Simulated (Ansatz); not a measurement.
System: GaSbAs2.

The calculation's input:

```
crystal:
  lattice:
    - [3.6842564886, 0.0, 0.0]
    - [0.0, 3.6842564886, 0.0]
    - [0.0, 0.0, 6.6857418248]
  atoms:
    - { symbol: Ga, position: [0.5, 0.5, 0.0] }
    - { symbol: Sb, position: [0.0, 0.0, 0.5] }
    - { symbol: As, position: [0.5, 0.0, 0.7832824352] }
    - { symbol: As, position: [0.0, 0.5, 0.2167175648] }
basis:
  ecutwfc: 420
kpoints:
  mp_grid: { grid: [12, 12, 6] }
hamiltonian:
  xc: pbe
scf:
  occupations: { method: fermi_dirac, width: 0.15 }
output:
  forces: true
  stress: true
  eigenvalues: true
  write_density: true
  write_potential: true
  elf: true
  volumetric_format: npy
relax:
  adjacent_minimum: "off"
  f_tol: 0.001
  max_steps: 60
  cell: { stress_tol: 0.02, p_target: 15.0 }
```

Command:

```sh
ansatz run input.yaml --threads 2 --pin off --max-ram 6144MiB --backend cpu --events-out ev --progress --plain --runs-dir out
```

Below, planes, directions and counts refer to the conventional cell (a = 3.68 Å, b = 3.68 Å, c = 6.69 Å, α = 90.00°, β = 90.00°, γ = 90.00°).

Space group P-4m2; computed pressure about 15 GPa in this cell.

Method: DFT PBE, scalar-relativistic, plane waves, PAW in Ansatz 0.2.0.

Predict the valence pseudo-density and electron localisation function between the atoms.

Answer. Sb–As (2.64 Å): the density is about 0.45 e/Å³ at the midpoint; the ELF is about 0.60 at the midpoint.

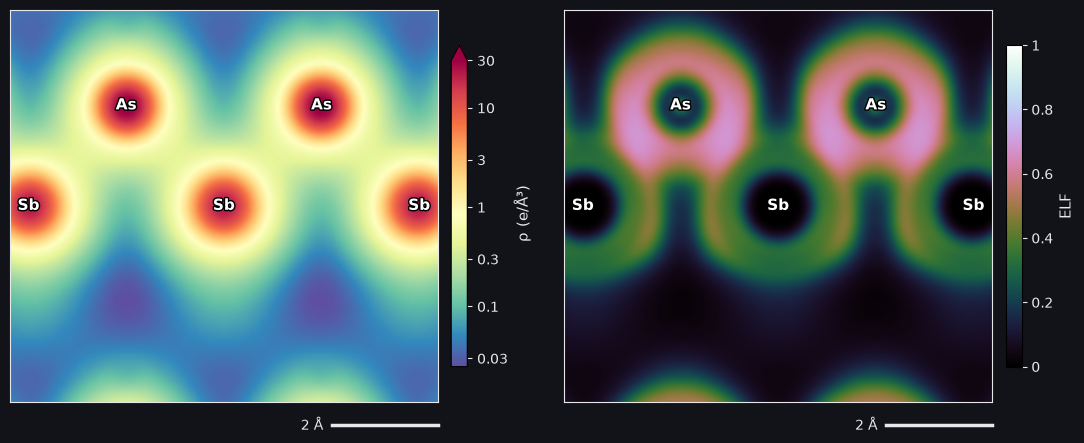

Computed valence pseudo-density and electron localisation function on the (010) plane of the conventional cell, in this order. 

Core electrons are frozen (PAW), and the valence fields are smoothed inside the atomic spheres.
